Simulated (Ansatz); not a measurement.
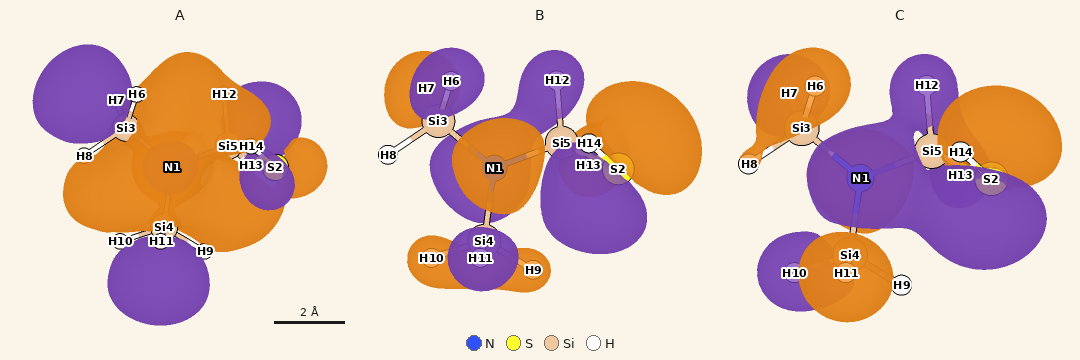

Figure 1: H9NSSi3. Three frontier orbitals at ±0.05 Å⁻³ᐟ² (orange and purple are the two phases), in no order.

Geometry: PBE-D3(BJ)/def2-SVP.

All numbers below come from isolated molecule in a Gaussian basis; Kohn-Sham density functional theory, functional PBE0 (Ansatz).

Input

```
crystal:
  periodic: [false, false, false]
  atoms:
    - {symbol: "N", position_ang: [-0.878613, -0.336121, -1.110528]}
    - {symbol: S, position_ang: [1.969389, -0.428726, 0.477102]}
    - {symbol: Si, position_ang: [-2.383941, -1.209538, -0.788057]}
    - {symbol: Si, position_ang: [-0.129756, -0.370191, -2.718750]}
    - {symbol: Si, position_ang: [-0.003554, 0.417845, 0.215809]}
    - {symbol: H, position_ang: [-2.187954, -2.252151, 0.281498]}
    - {symbol: H, position_ang: [-3.483606, -0.284370, -0.341161]}
    - {symbol: H, position_ang: [-2.793657, -1.887659, -2.066084]}
    - {symbol: H, position_ang: [0.882218, 0.738779, -2.780300]}
    - {symbol: H, position_ang: [-1.188424, -0.149682, -3.763892]}
    - {symbol: H, position_ang: [0.553449, -1.680121, -3.006207]}
    - {symbol: H, position_ang: [-0.862114, 0.242426, 1.438454]}
    - {symbol: H, position_ang: [0.283739, 1.869723, -0.031879]}
    - {symbol: H, position_ang: [1.499114, -1.683394, 0.730118]}
basis:
  gaussian:
    orbitals: def2-SVPD
magnetization:
  spin_polarized: false
hamiltonian:
  xc: pbe0
output: {forces: true, orbitals: {seedname: orbitals}}
```

Command:

```sh
ansatz run input.yaml --threads 2 --pin off --max-ram 5220MiB --events-out events.jsonl --progress --plain --runs-dir runs
```

Q: Which picture is the HOMO−1, the HOMO and the LUMO?

A: C is the HOMO−1 (−7.89 eV). By Hirshfeld shares it lies mainly on S2 (about 40 %), N1 (about 25 %), Si5 (about 10 %) and Si4 (about 5 %). B is the HOMO (−7.50 eV). Its weight (Hirshfeld) is mainly on S2 (about 50 %) and N1 (about 20 %); largely a combination of lone pairs on S2 and N1. A is the LUMO (−0.39 eV). It lies mainly on Si3 (about 25 %), Si4 (about 20 %), Si5 (about 15 %), N1 (about 10 %) and S2 (about 5 %).

Q: What is the HOMO–LUMO gap?

A: 7.11 eV between the orbital energies.
